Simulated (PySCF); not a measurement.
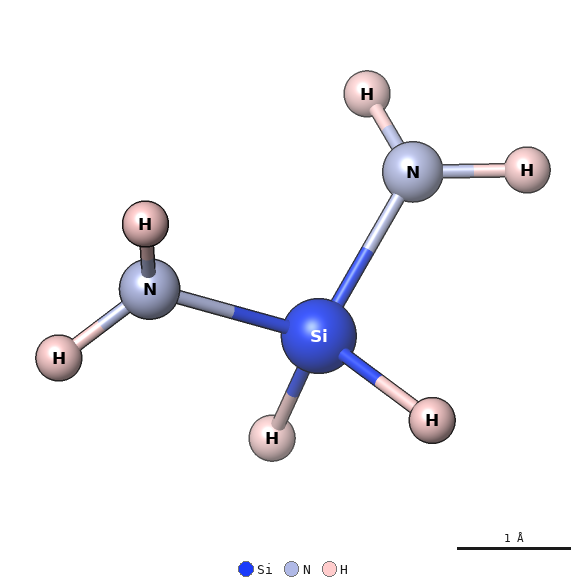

Atoms fade into the background with distance from the viewer. The geometry was computed by an optimisation with PBE0-D3(BJ)/def2-SVP. No frequency run is at hand to confirm it as a minimum. Masses are those of the most abundant isotopes; constants are for the rigid equilibrium geometry.

What kind of rotor is it, and what are its rotational constants in cm⁻¹?

An asymmetric top (C2): A = 0.667, B = 0.226, C = 0.185 cm⁻¹. Ray's parameter κ is −0.83, nearer the prolate limit.
